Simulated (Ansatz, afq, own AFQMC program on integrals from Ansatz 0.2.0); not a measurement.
**BH₃Br (doublet): quantum Monte Carlo beside coupled cluster at distance Br1–H2 along a hydrogen transfer = 1.421 Å, cc-pVTZ**

How near does AFQMC come to the top of the ladder for BH₃Br (doublet)?

Computed with Ansatz 0.2.0, Gaussian basis, and an in-house AFQMC program (afq) on its integrals; all values are calculated. Level: cc-pVTZ, frozen cores.

The runs, in order: PBE (unrestricted); CCSD(T) on UHF; r2SCAN (unrestricted); PBE0 (unrestricted); B3LYP (unrestricted); wB97M-V (unrestricted); B2PLYP (unrestricted); Phaseless AFQMC, CISD trial on UHF.

### 1 The system

The geometry derives from fragments relaxed apart (PBE0/def2-TZVP) and kept rigid, so it is no stationary point. A hydrogen atom is moved between rigid fragments. No spin-orbit coupling is included. The filled d shell of Br may be among the frozen orbitals whatever the setting's name suggests; the logs give the count.

5 atoms, charge 0, spin multiplicity 2.

Atoms are counted from 1 here; the program's logs count them from 0.

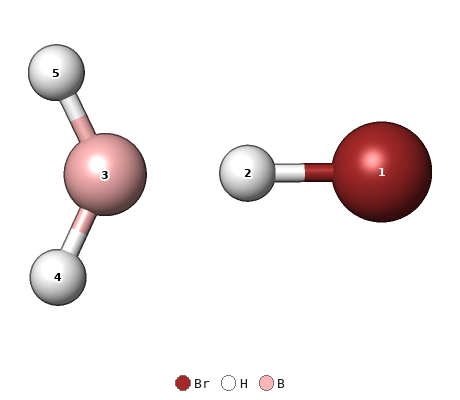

The geometry (bromine red, hydrogen white, boron pink); atoms are numbered from 1 in the order of the file.

### 2 PBE (unrestricted)

Input file in.yaml:

```yaml
crystal:
  periodic: [false, false, false]
  atoms:
    - {symbol: Br, position_ang: [-0.427154, 0.000000, 0.000000]}
    - {symbol: H, position_ang: [0.993446, 0.000000, 0.000000]}
    - {symbol: B, position_ang: [2.502846, 0.000000, 0.000000]}
    - {symbol: H, position_ang: [3.011920, 0.000000, 1.077008]}
    - {symbol: H, position_ang: [3.011920, 0.000000, -1.077008]}
basis:
  gaussian: {orbitals: cc-pVTZ}
magnetization: {spin_polarized: true, initial_magnetization: 1}
hamiltonian: {xc: {name: PBE}}
output: {orbitals: {seedname: orbitals}}
```

Started as:

```
$ ansatz run in.yaml --threads 1 --pin off --events-out ev --progress --plain --max-ram 5120MiB --backend cpu
```

Output:

```text
Functional definition: PBE
  name "PBE"
  cite "Perdew, Burke & Ernzerhof, Phys. Rev. Lett. 77, 3865 (1996) doi:10.1103/PhysRevLett.77.3865"
  parent pbe
  parameter kappa = 0.804
  parameter beta = 0.06672455060314922
  exchange = pbe_x(kappa = kappa, mu = beta*pi^2/3)
  correlation = pbe_c(beta = beta)
766 factors; their error is unknown
mean field evaluation 1: about -70756.5593 eV, gradient 1.4e1 eV
mean field evaluation 2: about -70756.1895 eV, gradient 1.6e1 eV
mean field evaluation 4: about -70757.9530 eV, gradient 1.1e0 eV
mean field evaluation 8: about -70757.9410 eV, gradient 3.0e-2 eV
mean field evaluation 16: about -70756.0563 eV, gradient 8.3e0 eV
mean field -70757.94102287 eV, -2600.3063711353 hartree, gradient 2.3e-5 eV, S^2 0.752907; 3 other end points of the search recorded, 0 dependent functions left out
reference -70757.94105831 eV, -2600.3063724380 hartree; 22, 21 occupied and 93, 94 virtual orbitals, 766 factors
Total energy: -70757.94105831 eV, -2600.3063724380 hartree
```

Run time: 4.1 s. Hardware: 1 thread of AMD EPYC 7R13 (Zen 3), shared host; peak memory 0.73 GiB.

From the report: ⟨S²⟩ of the determinant 0.753 (pure doublet: 0.75).

### 3 CCSD(T) on UHF

in.yaml: that of step 2 with these lines changed.

```diff
@@ -11,3 +11,2 @@
 magnetization: {spin_polarized: true, initial_magnetization: 1}
-hamiltonian: {xc: {name: PBE}}
-output: {orbitals: {seedname: orbitals}}
+correlation: {method: ccsd_t, electrons: outside_noble_gas, hamiltonian_folder: ham}
```

Started as:

```
$ ansatz run in.yaml --threads 1 --pin off --events-out ev --progress --plain --max-ram 15360MiB --backend cuda --devices 0, --max-vram 18GiB
```

Output:

```text
Functional definition: HF
  name "HF"
  cite "Fock, Z. Phys. 61, 126 (1930) doi:10.1007/BF01340294"
  parent pbe
  exchange = exact_x
  correlation = 0
680 factors; integrals over basis functions are off by at most 1.5e-3 eV
mean field evaluation 1: about -70715.6897 eV, gradient 9.9e0 eV
mean field evaluation 2: about -70715.6906 eV, gradient 9.9e0 eV
mean field evaluation 4: about -70716.7414 eV, gradient 1.8e0 eV
mean field evaluation 8: about -70716.7793 eV, gradient 9.3e-4 eV
mean field evaluation 16: about -70716.7781 eV, gradient 2.4e-1 eV
mean field evaluation 32: about -70715.2467 eV, gradient 4.4e-4 eV
mean field evaluation 64: about -70712.7762 eV, gradient 6.2e0 eV
mean field -70716.77927555 eV, -2598.7937048218 hartree, gradient 3.5e-6 eV, S^2 0.770588; 1 other end points of the search recorded, 0 dependent functions left out
determinant -70716.77927555 eV, -2598.7937048218 hartree, with singles and doubles -70725.19648787 eV, -2599.1030316694 hartree
determinant -70715.24668080 eV, -2598.7373830036 hartree, with singles and doubles -70723.81720735 eV, -2599.0523440449 hartree
15 core orbitals not correlated: weight in the atoms' cores, before any rotation towards them, 1.000 or more for the frozen orbitals, at most 0.000 for the correlated occupied ones
reference -70716.77927555 eV, -2598.7937048218 hartree; 7, 6 occupied and 93, 94 virtual orbitals, 680 factors
second order -7.33586896 eV of doubles, -0.00000000 eV of singles
cycle   1  -8.30711496 eV  change   -4.5e-1 eV  update   1.8e-2
cycle   2  -8.31756906 eV  change   -1.0e-2 eV  update   4.3e-3
cycle   3  -8.31908085 eV  change   -1.5e-3 eV  update   1.9e-3
cycle   4  -8.32015439 eV  change   -1.1e-3 eV  update   7.0e-4
cycle   5  -8.32032984 eV  change   -1.8e-4 eV  update   3.4e-4
cycle   6  -8.32032506 eV  change    4.8e-6 eV  update   1.1e-4
cycle   7  -8.32033113 eV  change   -6.1e-6 eV  update   5.0e-5
cycle   8  -8.32033459 eV  change   -3.5e-6 eV  update   1.6e-5
cycle   9  -8.32033270 eV  change    1.9e-6 eV  update   6.4e-6
perturbative correction -0.27433420 eV, -0.0100815960 hartree
Total energy: -70725.37394245 eV, -2599.1095530049 hartree
```

It took 6.5 s on 1 × NVIDIA H100 80GB HBM3 with 1 thread of AMD EPYC 7R13 (Zen 3), shared host; peak host memory 0.81 GiB.

From the report: ⟨S²⟩ of the determinant 0.771 (pure doublet: 0.75); correlation -8.5947 eV; T1 0.012; largest double amplitude 0.04.

This run also writes the integrals to the folder ham.

### 4 r2SCAN (unrestricted)

in.yaml: that of step 3 with these lines changed.

```diff
@@ -11,2 +11,2 @@
 magnetization: {spin_polarized: true, initial_magnetization: 1}
-correlation: {method: ccsd_t, electrons: outside_noble_gas, hamiltonian_folder: ham}
+hamiltonian: {xc: {name: r2SCAN}}
```

Started as:

```
$ ansatz run in.yaml --threads 1 --pin off --events-out ev --progress --plain --max-ram 5120MiB --backend cpu
```

Output:

```text
Functional definition: r2SCAN
  name "r2SCAN"
  cite "Furness, Kaplan, Ning, Perdew & Sun, J. Phys. Chem. Lett. 11, 8208 (2020) doi:10.1021/acs.jpclett.0c02405"
  cite "Furness, Kaplan, Ning, Perdew & Sun, J. Phys. Chem. Lett. 11, 9248 (2020) doi:10.1021/acs.jpclett.0c03077"
  parent r2scan
  parameter k0 = 0.174
  parameter k1 = 0.065
  parameter a1 = 4.9479
  exchange = r2scan_x(k0 = k0, k1 = k1, a1 = a1)
  correlation = r2scan_c
766 factors; their error is unknown
mean field evaluation 1: about -70768.0402 eV, gradient 1.1e1 eV
mean field evaluation 2: about -70768.1935 eV, gradient 1.0e1 eV
mean field evaluation 4: about -70768.9536 eV, gradient 8.8e-1 eV
mean field evaluation 8: about -70768.9387 eV, gradient 2.4e-1 eV
mean field evaluation 16: about -70768.9388 eV, gradient 3.3e-5 eV
mean field -70768.93882252 eV, -2600.7105328180 hartree, gradient 3.3e-5 eV, S^2 0.755961; 1 other end points of the search recorded, 0 dependent functions left out
reference -70768.93883430 eV, -2600.7105332507 hartree; 22, 21 occupied and 93, 94 virtual orbitals, 766 factors
Total energy: -70768.93883430 eV, -2600.7105332507 hartree
```

Run time: 6 s. Hardware: 1 thread of AMD EPYC 7R13 (Zen 3), shared host; peak memory 0.73 GiB.

From the report: ⟨S²⟩ of the determinant 0.756 (pure doublet: 0.75).

### 5 PBE0 (unrestricted)

in.yaml: that of step 4 with these lines changed.

```diff
@@ -11,2 +11,3 @@
 magnetization: {spin_polarized: true, initial_magnetization: 1}
-hamiltonian: {xc: {name: r2SCAN}}
+hamiltonian: {xc: {name: PBE0}}
+output: {orbitals: {seedname: orbitals}}
```

Same command.

Output:

```text
Functional definition: PBE0
  name "PBE0"
  cite "Adamo & Barone, J. Chem. Phys. 110, 6158 (1999) doi:10.1063/1.478522"
  cite "Perdew, Burke & Ernzerhof, Phys. Rev. Lett. 77, 3865 (1996) doi:10.1103/PhysRevLett.77.3865"
  parent pbe
  parameter a = 0.25
  parameter kappa = 0.804
  parameter beta = 0.06672455060314922
  exchange = (1 - a)*pbe_x(kappa = kappa, mu = beta*pi^2/3) + a*exact_x
  correlation = pbe_c(beta = beta)
805 factors; their error is unknown
mean field evaluation 1: about -70759.9533 eV, gradient 8.3e0 eV
mean field evaluation 2: about -70760.2630 eV, gradient 4.8e0 eV
mean field evaluation 4: about -70760.4203 eV, gradient 5.5e-1 eV
mean field evaluation 8: about -70760.6381 eV, gradient 2.4e-1 eV
mean field evaluation 16: about -70760.6382 eV, gradient 2.3e-5 eV
mean field -70760.63820004 eV, -2600.4054905681 hartree, gradient 2.3e-5 eV, S^2 0.755103; 1 other end points of the search recorded, 0 dependent functions left out
reference -70760.63822679 eV, -2600.4054915514 hartree; 22, 21 occupied and 93, 94 virtual orbitals, 805 factors
Total energy: -70760.63822679 eV, -2600.4054915514 hartree
```

It took 3.5 s on 1 thread of AMD EPYC 7R13 (Zen 3), shared host; peak memory 1.6 GiB.

From the report: ⟨S²⟩ of the determinant 0.755 (pure doublet: 0.75).

### 6 B3LYP (unrestricted)

in.yaml: that of step 5 with these lines changed.

```diff
@@ -11,3 +11,2 @@
 magnetization: {spin_polarized: true, initial_magnetization: 1}
-hamiltonian: {xc: {name: PBE0}}
-output: {orbitals: {seedname: orbitals}}
+hamiltonian: {xc: {name: B3LYP}}
```

Launched as before.

Output:

```text
Functional definition: B3LYP
  name "B3LYP"
  cite "Stephens, Devlin, Chabalowski & Frisch, J. Phys. Chem. 98, 11623 (1994) doi:10.1021/j100096a001"
  cite "Becke, Phys. Rev. A 38, 3098 (1988) doi:10.1103/PhysRevA.38.3098"
  cite "Lee, Yang & Parr, Phys. Rev. B 37, 785 (1988) doi:10.1103/PhysRevB.37.785"
  cite "Vosko, Wilk & Nusair, Can. J. Phys. 58, 1200 (1980) doi:10.1139/p80-159"
  parameter a0 = 0.2
  parameter ax = 0.72
  parameter ac = 0.81
  exchange = (1 - a0 - ax)*slater_x + ax*b88_x + a0*exact_x
  correlation = (1 - ac)*vwn_rpa_c + ac*lyp_c
796 factors; their error is unknown
mean field evaluation 1: about -70770.1822 eV, gradient 9.9e0 eV
mean field evaluation 2: about -70770.5283 eV, gradient 6.7e0 eV
mean field evaluation 4: about -70770.8412 eV, gradient 6.8e-1 eV
mean field evaluation 8: about -70771.0118 eV, gradient 2.3e-1 eV
mean field evaluation 16: about -70771.0119 eV, gradient 2.5e-5 eV
mean field -70771.01188622 eV, -2600.7867165037 hartree, gradient 2.5e-5 eV, S^2 0.753835; 1 other end points of the search recorded, 0 dependent functions left out
reference -70771.01211151 eV, -2600.7867247831 hartree; 22, 21 occupied and 93, 94 virtual orbitals, 796 factors
Total energy: -70771.01211151 eV, -2600.7867247831 hartree
```

It took 3.9 s on 1 thread of AMD EPYC 7R13 (Zen 3), shared host; peak memory 1.6 GiB.

From the report: ⟨S²⟩ of the determinant 0.754 (pure doublet: 0.75).

### 7 wB97M-V (unrestricted)

in.yaml: that of step 6 with these lines changed.

```diff
@@ -11,2 +11,3 @@
 magnetization: {spin_polarized: true, initial_magnetization: 1}
-hamiltonian: {xc: {name: B3LYP}}
+hamiltonian: {xc: {name: wB97M-V}}
+output: {orbitals: {seedname: orbitals}}
```

Same command.

Output:

```text
Functional definition: wB97M-V
  name "wB97M-V"
  cite "Mardirossian & Head-Gordon, J. Chem. Phys. 144, 214110 (2016) doi:10.1063/1.4952647"
  cite "Becke, J. Chem. Phys. 107, 8554 (1997) doi:10.1063/1.475007"
  cite "Vydrov & Van Voorhis, J. Chem. Phys. 133, 244103 (2010) doi:10.1063/1.3521275"
  # Of w^i u^j: cxij and so on, Table III.
  parameter omega = 0.3/bohr
  parameter cx = 0.15
  parameter cx01 = 1.007
  parameter cx10 = 0.259
  parameter css00 = 0.443
  parameter css04 = -1.437
  parameter css10 = -4.535
  parameter css20 = -3.390
  parameter css43 = 4.278
  parameter cos00 = 1.000
  parameter cos10 = 1.358
  parameter cos20 = 2.924
  parameter cos21 = -8.812
  parameter cos60 = -1.390
  parameter cos61 = 9.142
  parameter b = 6.0
  parameter c = 0.01
  gx(w, u) = 1 - cx + cx01*u + cx10*w
  gss(w, u) = css00 + css04*u^4 + css10*w + css20*w^2 + css43*w^4*u^3
  gos(w, u) = cos00 + cos10*w + (cos20 + cos21*u)*w^2 + (cos60 + cos61*u)*w^6
  exchange = spin_sum(e_x_unif_sr(omega)*gx(b97_w, b97_u_x)) + cx*exact_x_sr(omega) + exact_x_lr(omega)
  correlation = spin_sum(e_c_pw_mod_same_spin*gss(b97_w, b97_u_same))
      + integral(e_c_pw_mod_opposite_spin*gos(b97_w_opposite, b97_u_opposite)) + vv10(b, c)
788 factors; their error is unknown
153 factors; integrals over basis functions are off by at most 4.1e-5 eV
mean field evaluation 1: about -70764.5656 eV, gradient 6.6e0 eV
mean field evaluation 2: about -70764.8897 eV, gradient 2.6e0 eV
mean field evaluation 4: about -70764.9361 eV, gradient 2.8e-1 eV
mean field evaluation 8: about -70765.0643 eV, gradient 7.9e-3 eV
mean field evaluation 16: about -70765.0643 eV, gradient 8.3e-5 eV
mean field -70765.06430735 eV, -2600.5681470119 hartree, gradient 4.7e-5 eV, S^2 0.753632; 1 other end points of the search recorded, 0 dependent functions left out
reference -70765.06434653 eV, -2600.5681484517 hartree; 22, 21 occupied and 93, 94 virtual orbitals, 788 factors
Total energy: -70765.06434653 eV, -2600.5681484517 hartree
```

Run time: 12 s. Hardware: 1 thread of AMD EPYC 7R13 (Zen 3), shared host; peak memory 1.6 GiB.

From the report: ⟨S²⟩ of the determinant 0.754 (pure doublet: 0.75).

### 8 B2PLYP (unrestricted)

in.yaml: that of step 7 with these lines changed.

```diff
@@ -11,3 +11,3 @@
 magnetization: {spin_polarized: true, initial_magnetization: 1}
-hamiltonian: {xc: {name: wB97M-V}}
-output: {orbitals: {seedname: orbitals}}
+hamiltonian: {xc: {name: B2PLYP}}
+correlation: {electrons: outside_noble_gas}
```

Launched as before.

Output:

```text
Functional definition: B2PLYP
  name "B2PLYP"
  cite "Grimme, J. Chem. Phys. 124, 034108 (2006) doi:10.1063/1.2148954"
  cite "Becke, Phys. Rev. A 38, 3098 (1988) doi:10.1103/PhysRevA.38.3098"
  cite "Lee, Yang & Parr, Phys. Rev. B 37, 785 (1988) doi:10.1103/PhysRevB.37.785"
  parameter a = 0.53
  parameter c = 0.27
  exchange = (1 - a)*b88_x + a*exact_x
  correlation = (1 - c)*lyp_c + c*(mp2_os + mp2_ss)
680 factors; integrals over basis functions are off by at most 1.5e-3 eV
mean field evaluation 1: about -70754.8078 eV, gradient 6.5e0 eV
mean field evaluation 2: about -70754.8245 eV, gradient 6.5e0 eV
mean field evaluation 4: about -70755.1937 eV, gradient 1.3e0 eV
mean field evaluation 8: about -70755.2025 eV, gradient 4.3e-2 eV
mean field evaluation 16: about -70755.2025 eV, gradient 2.8e-5 eV
mean field -70755.20249085 eV, -2600.2057319401 hartree, gradient 7.6e-6 eV, S^2 0.759008; 2 other end points of the search recorded, 0 dependent functions left out
15 core orbitals not correlated: weight in the atoms' cores, before any rotation towards them, 1.000 or more for the frozen orbitals, at most 0.000 for the correlated occupied ones
reference -70755.20263415 eV, -2600.2057372063 hartree; 7, 6 occupied and 93, 94 virtual orbitals, 680 factors
second order -8.93830103 eV of doubles, -0.00000000 eV of singles
Total energy: -70757.61597543 eV, -2600.2944258624 hartree
```

Run time: 4.4 s. Hardware: 1 thread of AMD EPYC 7R13 (Zen 3), shared host; peak memory 1.6 GiB.

From the report: ⟨S²⟩ of the determinant 0.759 (pure doublet: 0.75).

### 9 Phaseless AFQMC, CISD trial on UHF

It reads the integrals that the CCSD(T) run on this determinant wrote.

Started as:

```
$ afq ham --method phaseless --trial cisd --walkers 900 --populations 20 --least-time 60 --time-step 0.005 --steps-per-block 50 --equilibration-blocks 28 --max-blocks 4000 --target-error 0.00021 --factor-cut 1e-05 --start spin_pure --seed 5797 --release-times 0.24,0.51,0.99,1.62,2.4 --release-step 0.03 --release-every 3 --taylor-order 6
```

Output:

```text
orbitals 100  electrons 7 6  factors 622 of 680
reference energy -2598.79370482 Eh
CCSD correlation -0.30576662 Eh in 11 cycles, weight of the determinant in the CISD state 0.8741
energy of the start -2599.098530 Eh
 block  time / (1/Eh)  mean weight  energy / Eh
     1     0.250  1.0001  -2599.094353
     2     0.500  0.9997  -2599.097575
     3     0.750  1.0008  -2599.101793
     4     1.000  0.9991  -2599.104162
     5     1.250  1.0004  -2599.106342
     6     1.500  0.9995  -2599.106543
     7     1.750  1.0002  -2599.107620
     8     2.000  1.0004  -2599.109591
     9     2.250  1.0002  -2599.109914
    10     2.500  0.9997  -2599.108857
    13     3.250  1.0009  -2599.110367
    16     4.000  1.0004  -2599.109935
    19     4.750  0.9999  -2599.111586
    22     5.500  0.9999  -2599.111566
    25     6.250  1.0004  -2599.109482
    28     7.000  0.9997  -2599.110316
    31     7.750  1.0002  -2599.110805
    34     8.500  1.0001  -2599.111542
    37     9.250  1.0000  -2599.111461
    40    10.000  0.9995  -2599.110291
    43    10.750  1.0002  -2599.111223
    46    11.500  1.0006  -2599.111217
    49    12.250  1.0003  -2599.111750
    52    13.000  0.9998  -2599.110810
    55    13.750  1.0001  -2599.110659
    58    14.500  1.0005  -2599.110869
    61    15.250  0.9990  -2599.109814
    64    16.000  0.9997  -2599.110860
    67    16.750  0.9995  -2599.112433
    70    17.500  0.9996  -2599.111719
    73    18.250  1.0005  -2599.110843
    76    19.000  0.9999  -2599.108930
    79    19.750  1.0011  -2599.110460
    82    20.500  0.9995  -2599.109265
    85    21.250  1.0006  -2599.112010
    88    22.000  0.9998  -2599.110871
    91    22.750  0.9997  -2599.110542
    94    23.500  1.0005  -2599.110094
    97    24.250  1.0002  -2599.109112
   100    25.000  0.9999  -2599.110808
   103    25.750  0.9992  -2599.110689
   106    26.500  1.0007  -2599.110071
   109    27.250  0.9994  -2599.110547
   112    28.000  0.9999  -2599.111969
   115    28.750  1.0002  -2599.110451
   118    29.500  1.0004  -2599.109956
   121    30.250  1.0004  -2599.112018
   124    31.000  1.0001  -2599.112004
   127    31.750  1.0000  -2599.110248
error from the spread of 20 populations
released: time / (1/Eh)  energy / Eh  error  mean overlap
  0.24  -2599.110777  0.000153  0.9986
  0.51  -2599.111014  0.000178  0.9912
  0.99  -2599.111013  0.000169  0.9817
  1.62  -2599.110819  0.000268  0.9739
  2.40  -2599.110764  0.000257  0.9598
energy -2599.110741 +/- 0.000210 Eh
```

Wall time 2.5 min (1 × NVIDIA H100 80GB HBM3 with 2 threads of AMD EPYC 7R13 (Zen 3), shared host); peak host memory 1.6 GiB.

Energy -70725.4063 ± 0.0057 eV. Caveats: constraint bias not in the error.

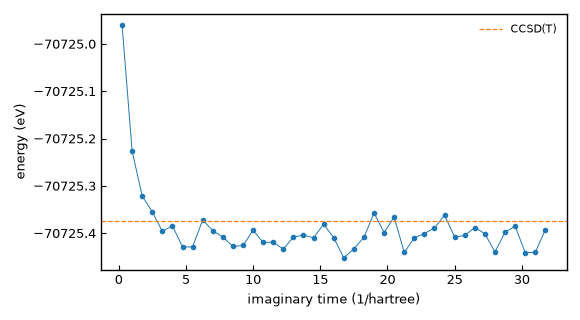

Block energies along the walk.

### 10 All levels side by side

On the UHF determinant, counted from CCSD(T) (a yardstick, not exact):

| level | energy (eV) | from CCSD(T) (kJ/mol) | statistical error (kJ/mol) | time |
| --- | --- | --- | --- | --- |
| HF | -70716.7793 | +829.3 |  |  |
| MP2 | -70724.1151 | +121.5 |  |  |
| CCSD | -70725.0996 | +26.5 |  |  |
| CCSD(T) | -70725.3739 | 0.0 |  |  |
| Phaseless AFQMC, CISD trial, step 0.005, 900 walkers | -70725.4063 | -3.1 | 0.6 | 2.5 min |

The functionals' totals stand on their own zeros and serve differences with other points: PBE -70757.941 eV; r2SCAN -70768.939 eV; PBE0 -70760.638 eV; B3LYP -70771.012 eV; wB97M-V -70765.064 eV; B2PLYP -70757.616 eV.

### 11 What came out

```
                                       quantity              value
Phaseless AFQMC, CISD trial on UHF from CCSD(T)  -3.1 ± 0.6 kJ/mol
```

In words: On UHF the phaseless walk with the CISD trial lies -3.1 kJ/mol from CCSD(T), 6 times its error bar. Error bars are statistical and leave out the constraint, the time step and what remains of the start.
